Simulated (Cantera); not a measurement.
Charge: 1 mol PbO, a varied amount of H2, at 1500 K and 0.340 bar.

Cantera equilibrium calculation (NASA polynomials, part measured and part estimated; ideal gas, pure solids and liquids). Candidate condensed phases: H2O, Pb, PbO, PbO2, Pb3O4; 12 gas species. Kinetics and transport are ignored.

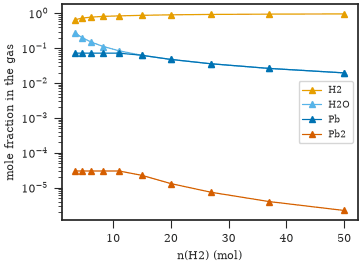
Figure. Equilibrium gas composition (values under 1e-9 drawn at 1e-9)

**Question.** Read off the mole fractions at 27 mol H2.

**Answer.** H2 about 0.93, H2O about 0.036, Pb about 0.036, Pb2 about 7.4e-6.
